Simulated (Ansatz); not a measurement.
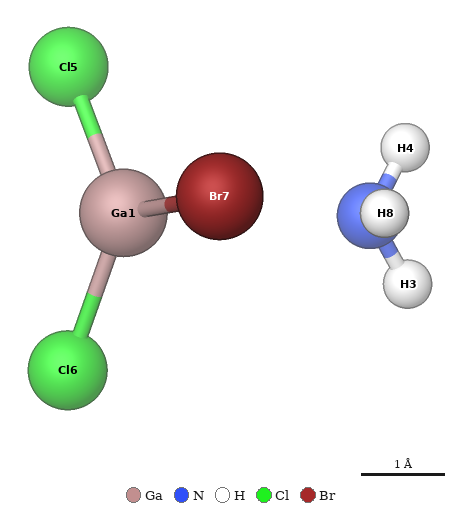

Starting structure of GaNH3BrCl2. Style: ball-and-stick. Shown at a tilt.

The run prepares an end point of a later path (reaction) calculation, from a guessed geometry.

Level of theory: RKS PBE0-D4/def2-SVP (Ansatz 0.2.0).

The input:
```yaml
crystal:
  periodic: [false, false, false]
  atoms:
    - { symbol: Ga, position_ang: [-0.19092, 0.628435, -0.552818] }
    - { symbol: "N", position_ang: [-0.083, 0.101384, 2.502007] }
    - { symbol: H, position_ang: [-0.803479, -0.419416, 2.995562] }
    - { symbol: H, position_ang: [0.809147, -0.061945, 2.962046] }
    - { symbol: Cl, position_ang: [1.770554, 0.045171, -1.122815] }
    - { symbol: Cl, position_ang: [-1.873651, -0.517877, -1.150157] }
    - { symbol: Br, position_ang: [-0.513421, 2.790888, 0.396173] }
    - { symbol: H, position_ang: [-0.300429, 1.112659, 2.573201] }
basis:
  gaussian: { orbitals: def2-SVP }
hamiltonian:
  xc: pbe0
  dispersion: d4
relax:
  f_tol: 0.03
  max_steps: 50
```

Command:
```bash
ansatz run input.yaml --threads 4 --pin off --max-ram 5120MiB --backend cpu --events-out ev --progress --plain --runs-dir out
```

### Predict the outcome.

The atom that moves furthest after the best rigid fit is H3 (0.68 Å). Largest moves by element: H 0.68 Å, Cl 0.64 Å, Ga 0.64 Å, N 0.42 Å, Br 0.30 Å. Among the contacts that change: Ga1–N2 3.102 → 2.070 Å, Ga1–Br7 2.383 → 2.303 Å, Ga1–Cl5 2.124 → 2.164 Å, N2–H8 1.037 → 1.022 Å. New bonds form, among them: Ga1–N2 (3.10 → 2.07 Å). Among the angles between lasting bonds that change: Cl5–Ga1–Cl6 120.6° → 116.3°, Cl6–Ga1–Br7 119.7° → 117.2°. The energy falls by 112.1 kJ/mol in 9 geometry steps. The largest force component goes from 1.3 to 0.009 eV/Å. Cost: 36 s on 4 threads of Arm Neoverse V1, with other jobs on the host, peak memory 0.4 GiB.

Final geometry:

```xyz
8

Ga   -0.1850    0.6765    0.0806
N    -0.1069    0.2169    2.0974
H    -0.8177   -0.4825    2.3203
H     0.8124   -0.1627    2.3315
Cl    1.7825    0.0070   -0.5239
Cl   -1.8482   -0.5743   -0.5147
Br   -0.5485    2.9500    0.1446
H    -0.2739    1.0482    2.6674
```

The end point in the same view:

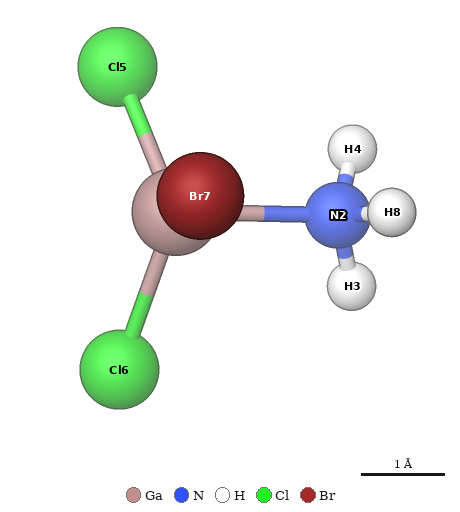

Limits of the set-up: the start holds two separate molecules, 2.8 Å apart at their closest, whose relative position is a soft coordinate.
